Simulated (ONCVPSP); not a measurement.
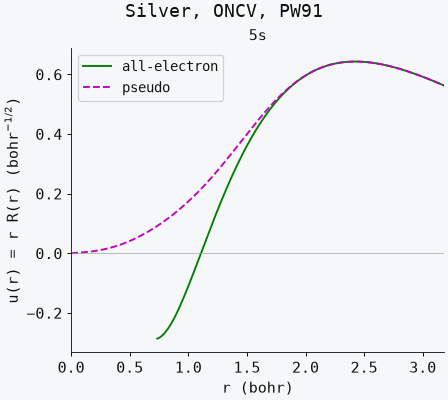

Partial waves u(r) = r R(r), all-electron (solid) and pseudo (dashed). The innermost oscillations of some all-electron curves aren't drawn. Reference configuration 4d10 5s0.5.

- Matching radii: 5s at 2.25 bohr. The curves merge smoothly, so the plot gives these only roughly.
- Nodes of the pseudo-waves: 5s has no node.
- Cutoffs needed: 34 Ha (loose) and 41 Ha (tight), as the cutoffs at which the residual kinetic energy of the hardest occupied pseudo-wave falls to 1 and 0.1 mHa per electron. The potential isn't sound: its ghost test gives GHOST(-) flagged for s at -94.8 eV; GHOST(+) flagged for p3/2 at 54.3 eV, p1/2 at 57.3 eV; the pseudo-atom misses its own reference levels by up to 0.34 eV.

# Ag: pseudopotential generation

System: silver (Ag, Z = 47), core [Kr], reference valence 4d10 5s0.5 (an ion of charge +0.5), valence charge 11.
Method: ONCV potential, PW91, fully relativistic, made with ONCVPSP 4.0.1.

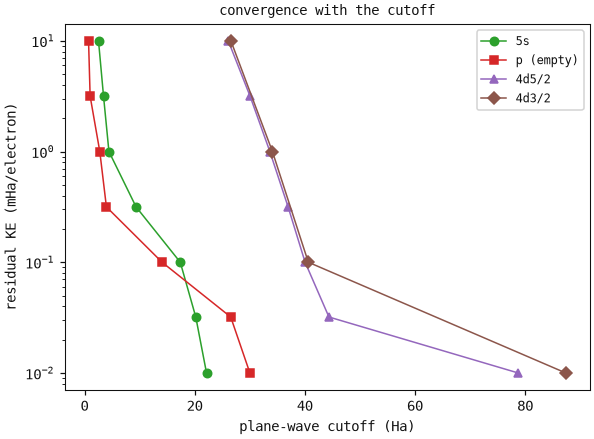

Residual kinetic energy of the pseudo-waves (the first of each channel, and further valence shells) beyond the plane-wave cutoff, as the generator prints it.

- Cutoffs for 1 mHa per electron: 4d3/2: 34 Ha; 4d5/2: 34 Ha; 5s: 4.4 Ha; p (empty): 2.8 Ha.
- Cutoffs for the occupied states: 34 Ha for 1 mHa and 41 Ha for 0.1 mHa per electron. The first is set by 4d3/2.

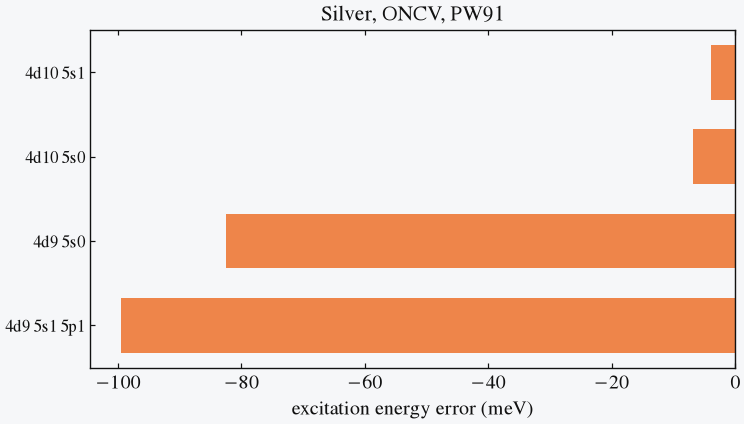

Errors, all-electron minus pseudo, of the energies of valence configurations relative to the unpolarised reference 4d10 5s0.5.

- Worst configuration: 4d9 5s1 5p1 (neutral): the error is -100 meV on an all-electron energy of +5.55 eV relative to the reference, or 1.8 %. Note that the pseudo-atom misses its own reference levels by up to 0.34 eV.
- Configurations within 10 meV and within 50 meV: 2 and 2 of 4.
- Errors in meV: 4d10 5s1: -3.9; 4d10 5s0: -6.8; 4d9 5s0: -82; 4d9 5s1 5p1: -100. The potential isn't sound: its ghost test gives GHOST(-) flagged for s at -94.8 eV; GHOST(+) flagged for p3/2 at 54.3 eV, p1/2 at 57.3 eV.

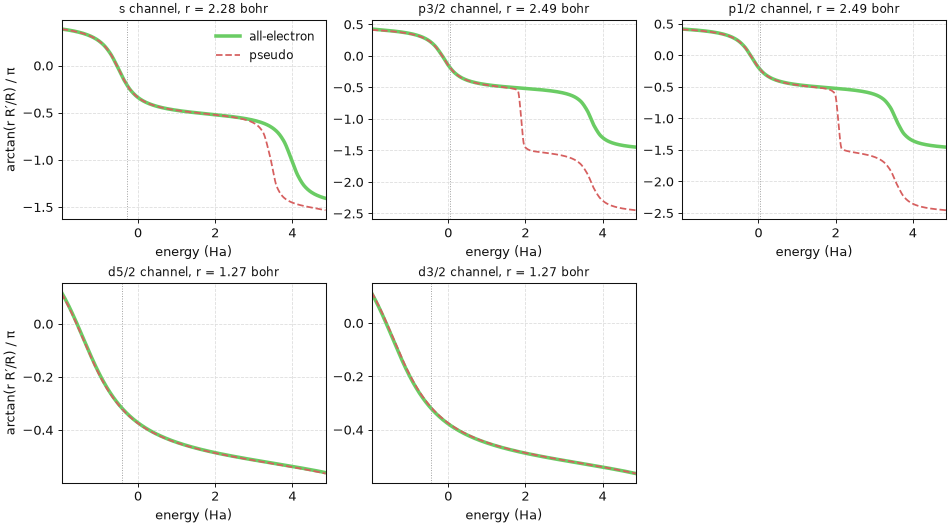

Unwrapped phase arctan(r R′/R) in units of π against energy, all-electron (solid) and pseudo (dashed); the pseudo phase is matched to the all-electron one at the reference energy. Here R(r) is the radial function. A near-vertical step is a level narrower than the spacing of the points behind the curves. The dotted line marks the reference energy of the channel. Not drawn: f7/2: not judged; f5/2: not judged.

- Ghost states: Going away from the reference energies, the phases part by more than π/2 in: s at about 3.5 Ha (above its reference energy, pseudo phase lower); p3/2 at about 1.9 Ha (above its reference energy, pseudo phase lower, at the flagged ghost); p1/2 at about 2.1 Ha (above its reference energy, pseudo phase lower, at the flagged ghost). Such a step is either a state that only one of the two atoms has or an ordinary level shifted in energy. The separate test gives: GHOST(-) flagged for s at -94.8 eV; GHOST(+) flagged for p3/2 at 54.3 eV, p1/2 at 57.3 eV. The bound ghosts lie below the range of the plot.
- Range over which the phases agree within 0.05 rad: s: up to about 2.8 Ha; p3/2: up to about 1.6 Ha; p1/2: up to about 1.7 Ha; d5/2: over the whole range drawn; d3/2: over the whole range drawn. The potential isn't sound: the pseudo-atom misses its own reference levels by up to 0.34 eV.

Input and output of the run follow.

**Input file**
```
# ATOM AND REFERENCE CONFIGURATION
# atsym  z   nc   nv     iexc    psfile
  Ag 47.00    8    2  -109134      upf
#
#   n    l    f
    1    0    2.00
    2    0    2.00
    2    1    6.00
    3    0    2.00
    3    1    6.00
    3    2   10.00
    4    0    2.00
    4    1    6.00
    4    2   10.00
    5    0    0.50
#
# PSEUDOPOTENTIAL AND OPTIMIZATION
# lmax
    2
#
#   l,   rc,      ep,       ncon, nbas, qcut
    0    2.25    0.00    4    7    2.70
    1    2.45    0.28    5    8    3.60
    2    1.25    0.00    4    7    9.20
#
# LOCAL POTENTIAL
# lloc, lpopt,  rc(5),   dvloc0
    2    5    1.25    0.00
#
# VANDERBILT-KLEINMAN-BYLANDER PROJECTORs
# l, nproj, debl
    0    2    1.30
    1    2    3.90
    2    0    3.70
#
# MODEL CORE CHARGE
# icmod, fcfact, rcfact
    3    2.50    1.70
#
# LOG DERIVATIVE ANALYSIS
# epsh1, epsh2, depsh
   -2.00    5.00    0.02
#
# OUTPUT GRID
# rlmax, drl
    6.00    0.01
#
# TEST CONFIGURATIONS
# ncnf
    4
# nvcnf
#   n    l    f
    2
    4    2   10.00
    5    0    1.00
#
    2
    4    2   10.00
    5    0    0.00
#
    2
    4    2    9.00
    5    0    0.00
#
    3
    4    2    9.00
    5    0    1.00
    5    1    1.00
#
```

Launched with:
```bash
oncvpspr.x < Ag.dat > Ag.out
```

**The program's output (extracts)**
```
ONCVPSP  (Optimized Norm-Conservinng Vanderbilt PSeudopotential)
relativistic version 4.0.1

#   n    l    f        energy (Ha)
    1    0    2.00    -9.3059522D+02
    2    0    2.00    -1.3710564D+02
    2    1    6.00    -1.2098533D+02    -1.2743145D+02
    3    0    2.00    -2.5251984D+01
    3    1    6.00    -2.0265477D+01    -2.1403011D+01
    3    2   10.00    -1.3219211D+01    -1.3448280D+01
    4    0    2.00    -3.6380972D+00
    4    1    6.00    -2.2406931D+00    -2.4279112D+00
    4    2   10.00    -4.1217563D-01    -4.3283996D-01
    5    0    0.50    -2.8588837D-01

Reference configufation results
  iterations    31
  all-electron total energy (Ha)   -5.31795971D+03

Begin loop to  construct optimized pseudo wave functions
and semi-local pseudopoentials for all angular momenta

   Wellstate for l =  0  n =  6 kap= -1
     eigenvalue =   1.0141
     asymptotic potential =   1.5141
     half-point radius =  3.5820

Calculating optimized projector #   1

 for l=   0

    Fraction of norm inside rc  0.276068
    Optimizing pswf for qcut=   2.70 a_B^-1,  ecut=   3.63 Ha
    Residual kinetic energy error=  2.24D-03 Ha

    Energy error per electron        Cutoff
         Ha          eV             Ha
         0.01000     0.27211        2.54
         0.00100     0.02721        4.43
         0.00010     0.00272       17.38
         0.00001     0.00027       22.15

Calculating optimized projector #   2

 for l=   0

    Fraction of norm inside rc  0.242991
    Optimizing pswf for qcut=   2.70 a_B^-1,  ecut=   3.63 Ha
    Residual kinetic energy error=  3.36D-02 Ha

    Energy error per electron        Cutoff
         Ha          eV             Ha
         0.01000     0.27211        4.44
         0.00100     0.02721       16.52
         0.00010     0.00272       32.74
         0.00001     0.00027       39.29

WARNING wellstate: moderately localized bound state found for n= 5 l=  1
WARNING scattering state with energy  0.05000000
WARNING will be used for the first projector

   Wellstate for l =  1  n =  6 kap= -2
     eigenvalue =   0.0500
     asymptotic potential =   0.5500
     half-point radius = 16.0671

   Wellstate for l =  1  n =  8 kap= -2
     eigenvalue =   3.9500
     asymptotic potential =   4.4500
     half-point radius =  4.2593

Calculating optimized projector #   1

 for l=   1

    Fraction of norm inside rc  0.076539
    Optimizing pswf for qcut=   3.60 a_B^-1,  ecut=   6.49 Ha
    Residual kinetic energy error=  1.66D-04 Ha

    Energy error per electron        Cutoff
         Ha          eV             Ha
         0.01000     0.27211        0.73
         0.00100     0.02721        2.77
         0.00010     0.00272       14.08
         0.00001     0.00027       30.02

Calculating optimized projector #   2

 for l=   1

    Fraction of norm inside rc  0.133377
    Optimizing pswf for qcut=   3.60 a_B^-1,  ecut=   6.49 Ha
    Residual kinetic energy error=  6.10D-02 Ha

    Energy error per electron        Cutoff
         Ha          eV             Ha
         0.01000     0.27211       13.33
         0.00100     0.02721       38.72
         0.00010     0.00272       44.60
         0.00001     0.00027       49.26

   Wellstate for l =  1  n =  5 kap=  1
     eigenvalue =   0.2800

   Wellstate for l =  1  n =  8 kap=  1
     eigenvalue =   3.7732

Calculating optimized projector #   1

 for l=   1

    Fraction of norm inside rc  0.147913
    Optimizing pswf for qcut=   3.60 a_B^-1,  ecut=   6.49 Ha
    Residual kinetic energy error=  1.78D-04 Ha

    Energy error per electron        Cutoff
         Ha          eV             Ha
         0.01000     0.27211        0.76
         0.00100     0.02721        3.11
         0.00010     0.00272       15.26
         0.00001     0.00027       30.34

Calculating optimized projector #   2

 for l=   1

    Fraction of norm inside rc  0.139151
    Optimizing pswf for qcut=   3.60 a_B^-1,  ecut=   6.49 Ha
    Residual kinetic energy error=  6.18D-02 Ha

    Energy error per electron        Cutoff
         Ha          eV             Ha
         0.01000     0.27211       11.41
         0.00100     0.02721       37.04
         0.00010     0.00272       43.68
         0.00001     0.00027       48.55

Calculating optimized projector #   1

 for l=   2

    Fraction of norm inside rc  0.480985
    Optimizing pswf for qcut=   9.19 a_B^-1,  ecut=  42.22 Ha
    Residual kinetic energy error=  4.74D-05 Ha

    Energy error per electron        Cutoff
         Ha          eV             Ha
         0.01000     0.27211       26.10
         0.00100     0.02721       33.65
         0.00010     0.00272       40.05
         0.00001     0.00027       78.72

Calculating optimized projector #   1

 for l=   2

    Fraction of norm inside rc  0.494701
    Optimizing pswf for qcut=   9.19 a_B^-1,  ecut=  42.22 Ha
    Residual kinetic energy error=  5.76D-05 Ha

    Energy error per electron        Cutoff
         Ha          eV             Ha
         0.01000     0.27211       26.57
         0.00100     0.02721       34.11
         0.00010     0.00272       40.63
         0.00001     0.00027       87.37

Construct Vanderbilt / Kleinmman-Bylander projectors

B matrix Hermiticity error, ll=  0  kap= -1
   1   2    7.5768D-05

  Orthonormal projector coefficients  7.7067E+00  8.6254E-01

B matrix Hermiticity error, ll=  1  kap= -2
   1   2   -7.5040D-05

  Orthonormal projector coefficients  7.5206E+00  1.0427E+00

B matrix Hermiticity error, ll=  1  kap=  1
   1   2    9.9634D-05

  Orthonormal projector coefficients  7.3386E+00  9.1461E-01

 Orthonormal scalar projector coefficients, l =  1
  7.4538E+00  9.9877E-01  7.3377E-03  8.7195E-05

 Orthonormal spin-orbit projector coefficients, l =  1
  3.7863E-01 -2.4761E-01  7.8356E-02 -2.5936E-03

 Orthonormal scalar projector coefficients, l =  2

 Orthonormal spin-orbit projector coefficients, l =  2

Model core correction analysis
  based on d2Exc/dn_idn_j

d2excae - all-electron derivatives

   -1.519472D-02   -6.749463D-03
   -6.749873D-03   -2.531685D-02

d2excps - pseudofunction derivatives with no core correction

   -2.890770D-02   -9.747078D-03
   -9.747240D-03   -3.299253D-02

rms 2nd derivative error    8.138360E-03

rmatch, rhocmatch    1.0924    6.8114

Teter function model core charge with specified parameters

d2excps - pseudofunction derivatives with core correction

   -1.973699D-02   -8.470969D-03
   -8.472751D-03   -3.092628D-02

rms 2nd derivative error    3.808864E-03

Pseudoatom total energy  -37.800067

Diagnostic tests using Vanderbilt-Kleinman-Bylander pseudopotentials
  relativistic with J = L +/- 1/2 projectors

   l  kap   rcore       rmatch      e in        delta e    norm test   slope test

   0  -1   2.2528518   2.3212533  -0.2858884  -0.0000005   1.0000233   1.0000041
   0  -1   2.2528518   2.3212533   1.0141116   0.0000012   1.0001580   1.0001580

   1  -2   2.4643497   2.5391727   0.0500000   0.0000015   1.0000190   1.0000190
   1   1   2.4643497   2.5391727  -0.1267638   0.0000014   1.0000187   1.0000187
   1  -2   2.4643497   2.5391727   3.9500000   0.0000793   1.0001261   1.0001261
   1   1   2.4643497   2.5391727   3.9295418   0.0000781   1.0001141   1.0001141

   2  -3   1.2535178   1.2915773  -0.4121756  -0.0081550   0.9992074   0.9755906
   2   2   1.2535178   1.2915773  -0.4328400   0.0125094   1.0010198   1.0367437

Diagnostic tests using Vanderbilt-Kleinman-Bylander pseudopotentials
  relativistic with scalar and spin-orbit non-local projectors

   l  kap   rcore       rmatch      e in        delta e    norm test   slope test

   0  -1   2.2528518   2.3212533  -0.2858884  -0.0000005   1.0000233   1.0000041
   0  -1   2.2528518   2.3212533   1.0141116   0.0000012   1.0001580   1.0001580

   1  -2   2.4643497   2.5391727   0.0500000  -0.0000016   1.0000303   1.0000303
   1   1   2.4643497   2.5391727  -0.1267638  -0.0000008   1.0000275   1.0000275
   1  -2   2.4643497   2.5391727   3.9500000  -0.0000165   1.0001474   1.0001474
   1   1   2.4643497   2.5391727   3.9295418  -0.0000435   1.0001391   1.0001391

   2  -3   1.2535178   1.2915773  -0.4121756  -0.0081550   0.9992074   0.9755906
   2   2   1.2535178   1.2915773  -0.4328400   0.0125094   1.0010198   1.0367437

Ghost test for J = L + 1/2

 Testing for bound ghosts
   n   l    E NL Schr. Eq   E Basis Diag.   E Cutoff

       0                       -3.482927     36.69  WARNING - GHOST(-)
   1   0       -0.285889       -0.280164     36.69

   2   1       -0.123941       -0.104613     49.40

 Testing for highly-localized positive-energy ghosts
       l    <radius>/rc     E Basis Diag.   E Cutoff

       1        0.571967        1.995631     49.40  WARNING - GHOST(+)

Ghost test for J = L - 1/2

 Testing for bound ghosts
   n   l    E NL Schr. Eq   E Basis Diag.   E Cutoff

       0                       -3.482927     36.69  WARNING - GHOST(-)
   1   0       -0.285889       -0.280164     36.69

   2   1       -0.130556       -0.113641     49.40

 Testing for highly-localized positive-energy ghosts
       l    <radius>/rc     E Basis Diag.   E Cutoff

       1        0.508099        2.106247     49.40  WARNING - GHOST(+)

Test configuration 0

   n   l kap    f        eae           eps        diff
   1   0  -1  2.0000 -930.59522252
   2   0  -1  2.0000 -137.10564286
   2   1  -2  4.0000 -120.98533330
   2   1   1  2.0000 -127.43145396
   3   0  -1  2.0000  -25.25198407
   3   1  -2  4.0000  -20.26547662
   3   1   1  2.0000  -21.40301096
   3   2  -3  6.0000  -13.21921106
   3   2   2  4.0000  -13.44828003
   4   0  -1  2.0000   -3.63809716
   4   1  -2  4.0000   -2.24069308
   4   1   1  2.0000   -2.42791115
   4   2  -3  6.0000   -0.41217563   -0.42033061   -8.15E-03
   4   2   2  4.0000   -0.43283996   -0.42033061    1.25E-02
   5   0  -1  0.5000   -0.28588837   -0.28588885   -4.78E-07

    Total energies and differences
      AE_ref= -5.31795971E+03  AE_tst= -5.31795971E+03  dif=  0.00E+00
      PS_ref= -3.78000667E+01  PS_tst= -3.78000667E+01  dif=  0.00E+00
      PSP excitation error=  0.00E+00

Test configuration 1

   n   l kap    f        eae           eps        diff
   1   0  -1  2.0000 -930.45116870
   2   0  -1  2.0000 -136.96352302
   2   1  -2  4.0000 -120.84312053
   2   1   1  2.0000 -127.28919548
   3   0  -1  2.0000  -25.10922038
   3   1  -2  4.0000  -20.12271222
   3   1   1  2.0000  -21.26026387
   3   2  -3  6.0000  -13.07661787
   3   2   2  4.0000  -13.30569564
   4   0  -1  2.0000   -3.49344650
   4   1  -2  4.0000   -2.09536658
   4   1   1  2.0000   -2.28279214
   4   2  -3  6.0000   -0.26772890   -0.27617291   -8.44E-03
   4   2   2  4.0000   -0.28823254   -0.27617292    1.21E-02
   5   0  -1  1.0000   -0.16400701   -0.16351449    4.93E-04

    Total energies and differences
      AE_ref= -5.31795971E+03  AE_tst= -5.31807171E+03  dif= -1.12E-01
      PS_ref= -3.78000667E+01  PS_tst= -3.79119262E+01  dif= -1.12E-01
      PSP excitation error= -1.45E-04

Test configuration 2

   n   l kap    f        eae           eps        diff
   1   0  -1  2.0000 -930.75316474
   2   0  -1  2.0000 -137.26117164
   2   1  -2  4.0000 -121.14097773
   2   1   1  2.0000 -127.58715575
   3   0  -1  2.0000  -25.40822970
   3   1  -2  4.0000  -20.42172155
   3   1   1  2.0000  -21.55923855
   3   2  -3  6.0000  -13.37525418
   3   2   2  4.0000  -13.60431356
   4   0  -1  2.0000   -3.79631367
   4   1  -2  4.0000   -2.39955235
   4   1   1  2.0000   -2.58657442
   4   2  -3  6.0000   -0.56930762   -0.57755782   -8.25E-03
   4   2   2  4.0000   -0.59016881   -0.57755782    1.26E-02
   5   0  -1  0.0000   -0.41829548   -0.41829548    0.00E+00

    Total energies and differences
      AE_ref= -5.31795971E+03  AE_tst= -5.31778406E+03  dif=  1.76E-01
      PS_ref= -3.78000667E+01  PS_tst= -3.76241623E+01  dif=  1.76E-01
      PSP excitation error= -2.50E-04

Test configuration 3

   n   l kap    f        eae           eps        diff
   1   0  -1  2.0000 -931.28942225
   2   0  -1  2.0000 -137.80168298
   2   1  -2  4.0000 -121.68122070
   2   1   1  2.0000 -128.12729135
   3   0  -1  2.0000  -25.94647795
   3   1  -2  4.0000  -20.95994541
   3   1   1  2.0000  -22.09755081
   3   2  -3  6.0000  -13.91399999
   3   2   2  4.0000  -14.14309447
   4   0  -1  2.0000   -4.32255781
   4   1  -2  4.0000   -2.91885767
   4   1   1  2.0000   -3.10804411
   4   2  -3  5.4000   -1.05550440   -1.07126360   -1.58E-02
   4   2   2  3.6000   -1.07823218   -1.07126360    6.97E-03
   5   0  -1  0.0000   -0.76834738   -0.76834738    0.00E+00

    Total energies and differences
      AE_ref= -5.31795971E+03  AE_tst= -5.31696841E+03  dif=  9.91E-01
      PS_ref= -3.78000667E+01  PS_tst= -3.68057393E+01  dif=  9.94E-01
      PSP excitation error= -3.03E-03

Test configuration 4

   n   l kap    f        eae           eps        diff
   1   0  -1  2.0000 -930.67667598
   2   0  -1  2.0000 -137.19602816
   2   1  -2  4.0000 -121.07514906
   2   1   1  2.0000 -127.52103489
   3   0  -1  2.0000  -25.33989346
   3   1  -2  4.0000  -20.35336692
   3   1   1  2.0000  -21.49097767
   3   2  -3  6.0000  -13.30788492
   3   2   2  4.0000  -13.53699132
   4   0  -1  2.0000   -3.71369875
   4   1  -2  4.0000   -2.30929564
   4   1   1  2.0000   -2.49869045
   4   2  -3  5.4000   -0.45300979   -0.46924225   -1.62E-02
   4   2   2  3.6000   -0.47516479   -0.46924225    5.92E-03
   5   0  -1  1.0000   -0.25039092   -0.24956490    8.26E-04
   5   1  -2  0.6667   -0.07522828   -0.07470283    5.25E-04
   5   1   1  0.3333   -0.08283751   -0.08229149    5.46E-04

    Total energies and differences
      AE_ref= -5.31795971E+03  AE_tst= -5.31775588E+03  dif=  2.04E-01
      PS_ref= -3.78000667E+01  PS_tst= -3.75925726E+01  dif=  2.07E-01
      PSP excitation error= -3.66E-03
```

**Summary**

- outcome: generated, with a ghost state; no spin-orbit splitting in 4d; the pseudo-atom misses its reference levels by up to 0.34 eV (4d)
- reference test: the pseudo-atom misses its own reference levels by up to 0.34 eV
- cutoffs needed: 34 Ha and 41 Ha (the cutoffs at which the residual kinetic energy of the hardest occupied pseudo-wave falls to 1 and 0.1 mHa per electron)
- ghost test: GHOST(-) flagged for s at -94.8 eV; GHOST(+) flagged for p3/2 at 54.3 eV, p1/2 at 57.3 eV
- largest excitation error: -100 meV (all-electron minus pseudo) for 4d9 5s1 5p1, out of 4 test configurations
- rms error of d²Exc/dni dnj: 8.14 mHa without and 3.81 mHa with the model core
- clearest signs, in the scattering phases, of states that the all-electron atom lacks: p3/2 near 2.0 Ha, p1/2 near 2.1 Ha
- range over which the phases arctan(r R′/R) at the test radius agree within 0.05 rad (a looser test near the poles than one of phase shifts): s: up to about 2.8 Ha; p3/2: up to about 1.6 Ha; p1/2: up to about 1.7 Ha; d5/2: over the whole range computed; d3/2: over the whole range computed; f7/2: not judged, local potential alone; f5/2: not judged, local potential alone
- hardware: 1 CPU thread, shared host
- wall time: 5.9 s

**Notes**

The potential has a bound ghost state, so it can't be used as it stands. The potential has no spin-orbit splitting in 4d, whose channel is the local potential: both pseudo levels lie at −0.4203 Ha, against −0.4122 and −0.4328 Ha all-electron. Warnings of the program, in the generation or the tests: wellstate: moderately localized bound state found for n= 5 l= 1.
